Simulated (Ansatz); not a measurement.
# BSiH4O2F (SMILES OB(F)O[SiH3]): HF/3-21G

Aim: the vertical ionisation energy of BSiH4O2F at HF/3-21G, from 2 runs. 

The results are computed with Ansatz 0.2.0.

129 further runs of the same task are left out: 1 that didn't finish, 128 set aside as unsound or not needed.

## Step 1: Starting point

BSiH4O2F: 9 atoms, total charge 0, spin state singlet. SMILES: `OB(F)O[SiH3]`. The coordinates come from a PBE0-D4/def2-TZVP relaxation. This is one conformer, not always the lowest.

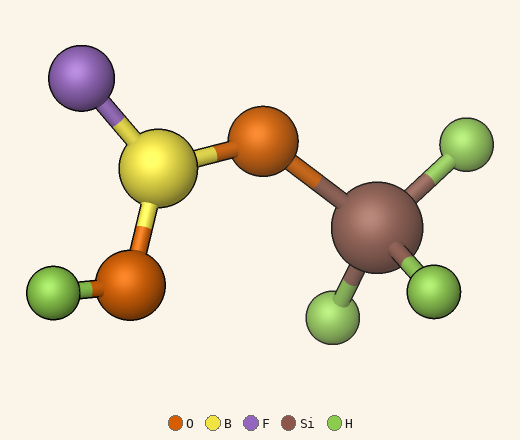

The structure, seen from a chosen angle (oxygen orange, boron yellow, fluorine purple, silicon brown, hydrogen green).

## Step 2: The energy at HF/3-21G

Contents of job.yaml:

```yaml
crystal:
  periodic: [false, false, false]
  atoms:
    - {symbol: O, position_ang: [-1.614100, 0.556700, 0.394000]}
    - {symbol: B, position_ang: [-0.395400, 1.157100, 0.352700]}
    - {symbol: F, position_ang: [-0.277300, 2.450800, 0.657900]}
    - {symbol: O, position_ang: [0.708900, 0.466900, 0.006200]}
    - {symbol: Si, position_ang: [0.934200, -1.114900, -0.425000]}
    - {symbol: H, position_ang: [-2.322500, 1.149900, 0.654100]}
    - {symbol: H, position_ang: [2.381900, -1.273900, -0.690900]}
    - {symbol: H, position_ang: [0.154500, -1.427600, -1.647800]}
    - {symbol: H, position_ang: [0.518200, -2.011000, 0.681800]}
basis:
  gaussian:
    orbitals: 3-21G.json
hamiltonian:
  xc: hf
accuracy: high
output: {orbitals: {seedname: orbitals}}
```

The basis set 3-21G is read from a file made from the Basis Set Exchange's data (not shown).

On the command line:

```console
$ ansatz run job.yaml --threads 1 --pin off --max-ram 3480MiB --events-out events.jsonl --progress --plain --runs-dir runs
```

What it wrote:

```text
Warning: RAYON_NUM_THREADS=1 ignored (pool sized by the plan → 1); use --threads N
Functional definition: HF
  name "HF"
  exchange = exact_x
  correlation = 0
1295 factors; integrals over basis functions are off by at most 7.6e-9 eV
mean field evaluation 1: about -15297.3141 eV, gradient 4.0e1 eV
mean field evaluation 2: about -15297.6513 eV, gradient 4.1e1 eV
mean field evaluation 4: about -15300.7314 eV, gradient 2.2e0 eV
mean field evaluation 8: about -15300.7673 eV, gradient 1.9e-1 eV
mean field evaluation 16: about -15300.7674 eV, gradient 4.2e-8 eV
mean field -15300.76742107 eV, -562.2928314917 hartree, gradient 4.2e-8 eV, S^2 0.000000; 0 other end points of the search recorded, 0 dependent functions left out
reference -15300.76742107 eV, -562.2928314917 hartree; 24, 24 occupied and 33, 33 virtual orbitals, 1295 factors
Total energy: -15300.76742107 eV, -562.2928314917 hartree
```

Run time: 0.5 s. Hardware: 1 thread of Intel Xeon 6975P-C (Granite Rapids), shared host; peak memory 0.15 GiB.

## Step 3: The doublet cation

Contents of job.yaml:

```yaml
crystal:
  periodic: [false, false, false]
  atoms:
    - symbol: O
      position_ang: [-1.614100, 0.556700, 0.394000]
    - symbol: B
      position_ang: [-0.395400, 1.157100, 0.352700]
    - symbol: F
      position_ang: [-0.277300, 2.450800, 0.657900]
    - symbol: O
      position_ang: [0.708900, 0.466900, 0.006200]
    - symbol: Si
      position_ang: [0.934200, -1.114900, -0.425000]
    - symbol: H
      position_ang: [-2.322500, 1.149900, 0.654100]
    - symbol: H
      position_ang: [2.381900, -1.273900, -0.690900]
    - symbol: H
      position_ang: [0.154500, -1.427600, -1.647800]
    - symbol: H
      position_ang: [0.518200, -2.011000, 0.681800]
basis:
  gaussian:
    orbitals: 3-21G.json
total_charge: 1
magnetization:
  spin_polarized: true
  initial_magnetization: 1
hamiltonian:
  xc: hf
accuracy: high
output: {orbitals: {seedname: orbitals}}
```

The basis set 3-21G is read from a file made from the Basis Set Exchange's data (not shown).

On the command line:

```console
$ ansatz run job.yaml --threads 1 --pin off --max-ram 3480MiB --events-out events.jsonl --progress --plain --runs-dir runs
```

What it wrote, shortened:

```text
Warning: RAYON_NUM_THREADS=1 ignored (pool sized by the plan → 1); use --threads N
[... 2 set-up lines as earlier in the session ...]
[...]
1293 factors; integrals over basis functions are off by at most 7.6e-9 eV
[...]
mean field -15289.65899477 eV, -561.8846043548 hartree, gradient 2.2e-8 eV, S^2 0.769106; 3 other end points of the search recorded, 0 dependent functions left out
reference -15289.65899477 eV, -561.8846043548 hartree; 24, 23 occupied and 33, 34 virtual orbitals, 1293 factors
Total energy: -15289.65899477 eV, -561.8846043548 hartree
```

Run time: 2.9 s. Hardware: 1 thread of Intel Xeon 6975P-C (Granite Rapids), shared host; peak memory 0.18 GiB.

## Step 4: What came out

At HF/3-21G:

| quantity | value |
| --- | --- |
| singlet BSiH4O2F: total energy | -562.29283 Eh |
| singlet BSiH4O2F: HOMO energy | -12.60 eV |
| singlet BSiH4O2F: LUMO energy | 4.21 eV |
| singlet BSiH4O2F: HOMO–LUMO gap | 16.81 eV |
| doublet cation: total energy | -561.88460 Eh |
| doublet cation: HOMO energy (highest over α and β) | -18.73 eV |
| doublet cation: LUMO energy (lowest over α and β) | -9.15 eV |
| doublet cation: ⟨S²⟩ | 0.769 |
| vertical ionisation energy (to the doublet cation) | 11.108 eV |

**Reading.** Removing an electron at fixed nuclei costs 11.11 eV (1072 kJ/mol). −ε(HOMO) before ionisation, 12.60 eV, is 1.49 eV above this ionisation energy.
